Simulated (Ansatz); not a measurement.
**InH₂+ (singlet): correlated methods under varied settings at angle H2–In1–H3 = 180.0°**

Aim: run InH₂+ (singlet) at one geometry under a spread of methods and options, and see what each costs and gives.

Program: Ansatz 0.2.0, Gaussian basis. Level of theory: the settings change from run to run. These are calculated values, not measurements.

18 further runs of the same task are left out: 6 for a known fault of the program, 9 that didn't finish, 3 set aside as unsound or not needed.

### 1 The system

The geometry derives from a PBE0/def2-TZVP stationary point (not a proven minimum). One angle is set to the value named; bond lengths are kept. No spin-orbit coupling is included. Elements past krypton take def2 core potentials.

3 atoms, charge 1, spin multiplicity 1.

Atoms are counted from 1 here; the program's logs count them from 0.

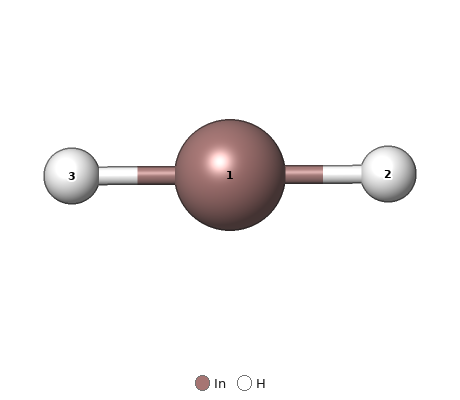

The structure; indium brown, hydrogen white; atoms are numbered from 1 in the order of the file.

As a file:

```xyz
3

In    0.0000    0.0000    0.0000
H     0.0000    0.0000   -1.6654
H     0.0000    0.0000    1.6654
```

### 2 FCI/def2-mTZVP

in.yaml

```yaml
crystal:
  periodic: [false, false, false]
  atoms:
    - {symbol: In, position_ang: [0.000000, 0.000000, 0.000000]}
    - {symbol: H, position_ang: [0.000000, 0.000000, -1.665400]}
    - {symbol: H, position_ang: [0.000000, 0.000000, 1.665400]}
basis:
  gaussian: {orbitals: def2-mTZVP}
total_charge: 1
correlation: {method: fci, electrons: outside_noble_gas}
accuracy: high
scf: {lower_state_search: off}
```

Run with:

```sh
$ ansatz run in.yaml --threads 1 --pin off --events-out ev --progress --plain --max-ram 2393MiB
```

Standard output:

```text
Functional definition: HF
  name "HF"
  cite "Fock, Z. Phys. 61, 126 (1930) doi:10.1007/BF01340294"
  parent pbe
  exchange = exact_x
  correlation = 0
these checks for a lower state are left out or cut short: stability, starts, cluster_reference, orbital_swaps, neighbouring_geometries, increment
872 factors; integrals over basis functions are off by at most 3.3e-9 eV
mean field evaluation 1: about -5172.3622 eV, gradient 7.2e0 eV
mean field evaluation 2: about -5172.3637 eV, gradient 7.2e0 eV
mean field evaluation 4: about -5172.6554 eV, gradient 2.1e-1 eV
mean field evaluation 8: about -5172.6555 eV, gradient 3.4e-4 eV
mean field -5172.65554542 eV, -190.0915851425 hartree, gradient 8.4e-9 eV, S^2 0.000000; 0 other end points of the search recorded, 0 dependent functions left out
9 core orbitals not correlated: weight in the atoms' cores, before any rotation towards them, 0.991 or more for the frozen orbitals, at most 0.005 for the correlated occupied ones
reference -5172.65554542 eV, -190.0915851425 hartree; 2, 2 occupied and 31, 31 virtual orbitals, 872 factors
state -5174.09438929 eV, -190.1444616793 hartree
Total energy: -5174.09438929 eV, -190.1444616793 hartree
Checks for a lower state left out: stability, starts, cluster_reference, orbital_swaps, neighbouring_geometries, increment
```

Run time: 0.81 s. Hardware: 1 thread of AMD EPYC 9R45, shared host.

From the report: 39,312 determinants, symmetry Ag.

### 3 NEVPT2(4,4)/def2-mTZVP

Edit in.yaml of step 2 so:

```diff
@@ -9,4 +9,2 @@
 total_charge: 1
-correlation: {method: fci, electrons: outside_noble_gas}
-accuracy: high
-scf: {lower_state_search: off}
+correlation: {method: sc_nevpt2, electrons: outside_noble_gas, active_space: {window: {electrons: 4, orbitals: 4}}}
```

Launched as before.

Standard output:

```text
Functional definition: HF
  name "HF"
  cite "Fock, Z. Phys. 61, 126 (1930) doi:10.1007/BF01340294"
  parent pbe
  exchange = exact_x
  correlation = 0
509 factors; integrals over basis functions are off by at most 2.0e-4 eV
mean field evaluation 1: about -5172.3632 eV, gradient 7.2e0 eV
mean field evaluation 2: about -5172.3639 eV, gradient 7.2e0 eV
mean field evaluation 4: about -5172.6550 eV, gradient 2.1e-1 eV
mean field evaluation 8: about -5172.6555 eV, gradient 1.9e-4 eV
mean field -5172.65548038 eV, -190.0915827522 hartree, gradient 8.6e-7 eV, S^2 0.000000; 0 other end points of the search recorded, 0 dependent functions left out
reference -5172.65548038 eV, -190.0915827522 hartree; 11, 11 occupied and 31, 31 virtual orbitals, 509 factors
state -5173.57290393 eV, -190.1252974457 hartree
state -5173.57290393 eV, -190.1252974457 hartree; corrected -5173.89845799 eV, -190.1372613369 hartree
Total energy: -5173.89845799 eV, -190.1372613369 hartree
```

It took 0.69 s on 1 thread of AMD EPYC 9R45, shared host.

From the report: 20 determinants; active occupations 1.98, 1.95, 0.05, 0.02.

### 4 HF/def2-mTZVP

Edit in.yaml of step 3 so:

```diff
@@ -9,2 +9,5 @@
 total_charge: 1
-correlation: {method: sc_nevpt2, electrons: outside_noble_gas, active_space: {window: {electrons: 4, orbitals: 4}}}
+magnetization: {spin_polarized: true, initial_magnetization: 0}
+hamiltonian: {xc: hf}
+accuracy: high
+output: {orbitals: {seedname: orbitals}}
```

Launched as before.

Standard output:

```text
Functional definition: HF
  name "HF"
  cite "Fock, Z. Phys. 61, 126 (1930) doi:10.1007/BF01340294"
  parent pbe
  exchange = exact_x
  correlation = 0
872 factors; integrals over basis functions are off by at most 3.3e-9 eV
mean field evaluation 1: about -5172.3309 eV, gradient 5.1e0 eV
mean field evaluation 2: about -5172.3602 eV, gradient 5.1e0 eV
mean field evaluation 4: about -5172.6556 eV, gradient 1.4e-1 eV
mean field evaluation 8: about -5172.6555 eV, gradient 4.2e-9 eV
mean field -5172.65554542 eV, -190.0915851425 hartree, gradient 2.8e-8 eV, S^2 0.000000; 0 other end points of the search recorded, 0 dependent functions left out
reference -5172.65554542 eV, -190.0915851425 hartree; 11, 11 occupied and 31, 31 virtual orbitals, 872 factors
Total energy: -5172.65554542 eV, -190.0915851425 hartree
```

It took 0.45 s on 1 thread of AMD EPYC 9R45, shared host.

From the report: ⟨S²⟩ of the determinant 0.000 (pure singlet: 0.00).

### 5 BCCD(T) on RHF/def2-TZVPP

in.yaml

```yaml
crystal:
  periodic: [false, false, false]
  atoms:
    - {symbol: In, position_ang: [0.000000, 0.000000, 0.000000]}
    - {symbol: H, position_ang: [0.000000, 0.000000, -1.665400]}
    - {symbol: H, position_ang: [0.000000, 0.000000, 1.665400]}
basis:
  gaussian: {orbitals: def2-TZVPP}
total_charge: 1
magnetization: {spin_polarized: false}
correlation: {method: bccd_t, electrons: outside_noble_gas}
scf: {lower_state_search: off}
output: {forces: true}
```

The command is unchanged.

Standard output, cut to the lines that bear on the results:

```text
Functional definition: HF
  name "HF"
  cite "Fock, Z. Phys. 61, 126 (1930) doi:10.1007/BF01340294"
  parent pbe
[...]
639 factors; integrals over basis functions are off by at most 5.8e-4 eV
[...]
mean field -5172.83508184 eV, -190.0981829842 hartree, gradient 4.6e-7 eV, S^2 0.000000; 0 other end points of the search recorded, 0 dependent functions left out
9 core orbitals not correlated: weight in the atoms' cores, before any rotation towards them, 0.991 or more for the frozen orbitals, at most 0.006 for the correlated occupied ones
reference -5172.83508184 eV, -190.0981829842 hartree; 2, 2 occupied and 67, 67 virtual orbitals, 639 factors
second order -1.50357179 eV of doubles, -0.00000000 eV of singles
cycle   1  -1.77863601 eV  change   -2.8e-1 eV  update   4.5e-2
[...]
cycle   8  -1.91980653 eV  change   -2.8e-6 eV  update   3.7e-6
perturbative correction -0.02029773 eV, -0.0007459280 hartree
[...]
Total energy: -5174.77518611 eV, -190.1694805010 hartree
Atom 0 at     0.000000     0.000000     0.000000 Å, force    -0.000000    -0.000000     0.000000 eV/Å
Atom 1 at     0.000000     0.000000    -1.665400 Å, force     0.000000     0.000000    -0.354583 eV/Å
Atom 2 at     0.000000     0.000000     1.665400 Å, force    -0.000000    -0.000000     0.354583 eV/Å
Dipole moment:     0.000000     0.000000    -0.000000 e Å
Checks for a lower state left out: starts, cluster_reference, orbital_swaps, neighbouring_geometries, increment
```

Wall time 1.6 s (1 thread of AMD EPYC 9R45, shared host); peak memory 0.31 GiB.

From the report: correlation -1.9401 eV; largest double amplitude 0.09.

### 6 BCCD(T) on RHF/def2-mTZVP

Edit in.yaml of step 5 so:

```diff
@@ -7,3 +7,3 @@
 basis:
-  gaussian: {orbitals: def2-TZVPP}
+  gaussian: {orbitals: def2-mTZVP}
 total_charge: 1
@@ -11,3 +11,2 @@
 correlation: {method: bccd_t, electrons: outside_noble_gas}
-scf: {lower_state_search: off}
 output: {forces: true}
```

The command is unchanged.

Standard output, cut to the lines that bear on the results:

```text
Functional definition: HF
  name "HF"
  cite "Fock, Z. Phys. 61, 126 (1930) doi:10.1007/BF01340294"
  parent pbe
[...]
509 factors; integrals over basis functions are off by at most 2.0e-4 eV
[...]
mean field -5172.65548038 eV, -190.0915827522 hartree, gradient 8.6e-7 eV, S^2 0.000000; 0 other end points of the search recorded, 0 dependent functions left out
9 core orbitals not correlated: weight in the atoms' cores, before any rotation towards them, 0.991 or more for the frozen orbitals, at most 0.005 for the correlated occupied ones
reference -5172.65548038 eV, -190.0915827522 hartree; 2, 2 occupied and 31, 31 virtual orbitals, 509 factors
second order -1.01274252 eV of doubles, -0.00000000 eV of singles
cycle   1  -1.26852510 eV  change   -2.6e-1 eV  update   4.7e-2
[...]
cycle   8  -1.41380910 eV  change   -3.4e-6 eV  update   2.4e-6
perturbative correction -0.01720744 eV, -0.0006323619 hartree
[...]
Total energy: -5174.08649693 eV, -190.1441716403 hartree
Atom 0 at     0.000000     0.000000     0.000000 Å, force    -0.000000     0.000000     0.000000 eV/Å
Atom 1 at     0.000000     0.000000    -1.665400 Å, force    -0.000000    -0.000000    -0.569800 eV/Å
Atom 2 at     0.000000     0.000000     1.665400 Å, force     0.000000     0.000000     0.569800 eV/Å
Dipole moment:     0.000000    -0.000000     0.000000 e Å
```

Run time: 0.48 s. Hardware: 1 thread of AMD EPYC 9R45, shared host.

From the report: correlation -1.4310 eV; largest double amplitude 0.10.

### 7 BCCD on RHF/def2-SVP

Edit in.yaml of step 6 so:

```diff
@@ -7,6 +7,7 @@
 basis:
-  gaussian: {orbitals: def2-mTZVP}
+  gaussian: {orbitals: def2-SVP}
 total_charge: 1
 magnetization: {spin_polarized: false}
-correlation: {method: bccd_t, electrons: outside_noble_gas}
+hamiltonian: {pseudopotentials: {relativity: scalar}}
+correlation: {method: bccd, electrons: valence}
 output: {forces: true}
```

The command is unchanged.

Standard output, cut to the lines that bear on the results:

```text
Functional definition: HF
  name "HF"
  cite "Fock, Z. Phys. 61, 126 (1930) doi:10.1007/BF01340294"
  parent pbe
[...]
441 factors; integrals over basis functions are off by at most 4.9e-4 eV
[...]
mean field -5172.61902675 eV, -190.0902431061 hartree, gradient 1.6e-6 eV, S^2 0.000000; 0 other end points of the search recorded, 0 dependent functions left out
4 core orbitals not correlated: weight in the atoms' cores, before any rotation towards them, 1.000 or more for the frozen orbitals, at most 0.000 for the correlated occupied ones
reference -5172.61902675 eV, -190.0902431061 hartree; 7, 7 occupied and 25, 25 virtual orbitals, 441 factors
second order -1.98883436 eV of doubles, -0.00000000 eV of singles
cycle   1  -2.30400397 eV  change   -3.2e-1 eV  update   5.2e-2
[...]
cycle   8  -2.46468195 eV  change   -1.0e-5 eV  update   4.0e-6
[...]
Total energy: -5175.08370871 eV, -190.1808184973 hartree
Relativity: scalar
Atom 0 at     0.000000     0.000000     0.000000 Å, force     0.000000     0.000000     0.000000 eV/Å
Atom 1 at     0.000000     0.000000    -1.665400 Å, force    -0.000000    -0.000000    -0.167767 eV/Å
Atom 2 at     0.000000     0.000000     1.665400 Å, force     0.000000    -0.000000     0.167767 eV/Å
Dipole moment:    -0.000000    -0.000000    -0.000000 e Å
```

Wall time 0.42 s (1 thread of AMD EPYC 9R45, shared host).

From the report: correlation -2.4647 eV; largest double amplitude 0.10.

### 8 CCSDT(Q)/B on RHF/def2-TZVP

in.yaml

```yaml
crystal:
  periodic: [false, false, false]
  atoms:
    - {symbol: In, position_ang: [0.000000, 0.000000, 0.000000]}
    - {symbol: H, position_ang: [0.000000, 0.000000, -1.665400]}
    - {symbol: H, position_ang: [0.000000, 0.000000, 1.665400]}
basis:
  gaussian: {orbitals: def2-TZVP}
total_charge: 1
magnetization: {spin_polarized: false}
correlation: {method: ccsdt_q_b, electrons: outside_noble_gas}
scf: {omitted_lower_state_checks: [cluster_reference]}
```

Same command.

Standard output, cut to the lines that bear on the results:

```text
Functional definition: HF
  name "HF"
  cite "Fock, Z. Phys. 61, 126 (1930) doi:10.1007/BF01340294"
  parent pbe
[...]
1030 factors; integrals over basis functions are off by at most 2.2e-7 eV
[...]
mean field -5172.82831610 eV, -190.0979343477 hartree, gradient 2.4e-6 eV, S^2 0.000000; 0 other end points of the search recorded, 0 dependent functions left out
9 core orbitals not correlated: weight in the atoms' cores, before any rotation towards them, 0.991 or more for the frozen orbitals, at most 0.006 for the correlated occupied ones
reference -5172.82831610 eV, -190.0979343477 hartree; 2, 2 occupied and 51, 51 virtual orbitals, 1030 factors
second order -1.39133739 eV of doubles, -0.00000000 eV of singles
cycle   1  -1.67680145 eV  change   -2.9e-1 eV  update   4.7e-2
[...]
cycle  11  -1.84465761 eV  change    1.7e-7 eV  update   1.4e-7
perturbative correction -0.00047155 eV, -0.0000173293 hartree
Total energy: -5174.67344527 eV, -190.1657415939 hartree
Checks for a lower state left out: cluster_reference
```

Run time: 1.5 s. Hardware: 1 thread of AMD EPYC 9R45, shared host.

From the report: correlation -1.8451 eV; T1 0.011; largest double amplitude 0.10.

### 9 BCCD(T)/def2-SVPD

in.yaml

```yaml
crystal:
  periodic: [false, false, false]
  atoms:
    - {symbol: In, position_ang: [0.000000, 0.000000, 0.000000]}
    - {symbol: H, position_ang: [0.000000, 0.000000, -1.665400]}
    - {symbol: H, position_ang: [0.000000, 0.000000, 1.665400]}
basis:
  gaussian: {orbitals: def2-SVPD}
total_charge: 1
magnetization: {spin_polarized: false}
hamiltonian: {xc: {name: PBE}}
correlation: {method: bccd_t, electrons: outside_noble_gas}
accuracy: high
```

The command is unchanged.

Standard output, cut to the lines that bear on the results:

```text
Functional definition: PBE
  name "PBE"
  cite "Perdew, Burke & Ernzerhof, Phys. Rev. Lett. 77, 3865 (1996) doi:10.1103/PhysRevLett.77.3865"
  parent pbe
[...]
1065 factors; integrals over basis functions are off by at most 2.3e-9 eV
[...]
mean field -5197.81521127 eV, -191.0161858085 hartree, gradient 4.6e-9 eV, S^2 0.000000; 0 other end points of the search recorded, 0 dependent functions left out
9 core orbitals not correlated: weight in the atoms' cores, before any rotation towards them, 0.989 or more for the frozen orbitals, at most 0.006 for the correlated occupied ones
reference -5172.10542397 eV, -190.0713685520 hartree; 2, 2 occupied and 37, 37 virtual orbitals, 1065 factors
second order -1.38703249 eV of doubles, -0.24444170 eV of singles
cycle   1  -1.94137904 eV  change   -3.1e-1 eV  update   4.4e-2
[...]
cycle  18  -2.05731525 eV  change  -4.7e-11 eV  update  2.3e-10
perturbative correction -0.01733228 eV, -0.0006369495 hartree
Total energy: -5174.18007150 eV, -190.1476104426 hartree
```

It took 1.2 s on 1 thread of AMD EPYC 9R45, shared host.

From the report: correlation -2.0746 eV; largest double amplitude 0.09.

### 10 CCSD on RHF/def2-TZVPP

Edit in.yaml of step 9 so:

```diff
@@ -7,7 +7,6 @@
 basis:
-  gaussian: {orbitals: def2-SVPD}
+  gaussian: {orbitals: def2-TZVPP}
 total_charge: 1
 magnetization: {spin_polarized: false}
-hamiltonian: {xc: {name: PBE}}
-correlation: {method: bccd_t, electrons: outside_noble_gas}
+correlation: {method: ccsd, electrons: outside_noble_gas, diis_vectors: 12}
 accuracy: high
```

Same command.

Standard output, cut to the lines that bear on the results:

```text
Functional definition: HF
  name "HF"
  cite "Fock, Z. Phys. 61, 126 (1930) doi:10.1007/BF01340294"
  parent pbe
[...]
1354 factors; integrals over basis functions are off by at most 2.9e-9 eV
[...]
mean field -5172.83508241 eV, -190.0981830049 hartree, gradient 1.9e-8 eV, S^2 0.000000; 0 other end points of the search recorded, 0 dependent functions left out
9 core orbitals not correlated: weight in the atoms' cores, before any rotation towards them, 0.991 or more for the frozen orbitals, at most 0.006 for the correlated occupied ones
reference -5172.83508241 eV, -190.0981830049 hartree; 2, 2 occupied and 67, 67 virtual orbitals, 1354 factors
second order -1.50357868 eV of doubles, -0.00000000 eV of singles
cycle   1  -1.77640904 eV  change   -2.7e-1 eV  update   4.5e-2
[...]
cycle  17  -1.91979969 eV  change   8.6e-11 eV  update  1.4e-10
Total energy: -5174.75488209 eV, -190.1687343421 hartree
```

It took 1.2 s on 1 thread of AMD EPYC 9R45, shared host; peak memory 0.31 GiB.

From the report: correlation -1.9198 eV; T1 0.010; largest double amplitude 0.09.

### 11 All runs side by side

Where basis and cores are those of an earlier FCI/def2-TZVPP run (-5174.7817 eV), and the state is the same kind, the miss against it is given.

| level | correlated | functions | energy (eV) | from FCI (meV) | time |
| --- | --- | --- | --- | --- | --- |
| FCI/def2-mTZVP | outside noble gas | 42 | -5174.0944 |  | 0.81 s |
| NEVPT2(4,4)/def2-mTZVP | outside noble gas | 42 | -5173.8985 |  | 0.69 s |
| HF/def2-mTZVP |  | 42 | -5172.6555 |  | 0.45 s |
| BCCD(T) on RHF/def2-TZVPP | outside noble gas | 78 | -5174.7752 | 6.5 | 1.6 s |
| BCCD(T) on RHF/def2-mTZVP | outside noble gas | 42 | -5174.0865 |  | 0.48 s |
| BCCD on RHF/def2-SVP (relativity set) | valence | 36 | -5175.0837 |  | 0.42 s |
| CCSDT(Q)/B on RHF/def2-TZVP | outside noble gas | 62 | -5174.6734 |  | 1.5 s |
| BCCD(T)/def2-SVPD (on PBE orbitals) | outside noble gas | 48 | -5174.1801 |  | 1.2 s |
| CCSD on RHF/def2-TZVPP | outside noble gas | 78 | -5174.7549 | 26.8 | 1.2 s |

### 12 Summary of results

| quantity | value |
| --- | --- |
| runs | 9 |
| quickest | BCCD on RHF/def2-SVP (relativity set), 0.42 s |
| slowest | BCCD(T) on RHF/def2-TZVPP, 1.6 s |

What this shows: Total energies in different bases, with other cores or another treatment of relativity can't be set against each other. BCCD(T) on RHF/def2-TZVPP took 4 times as long as BCCD on RHF/def2-SVP (relativity set); the jobs differ in more than the method. Among the correlated runs with a miss given, it spans +7 to +27 meV.
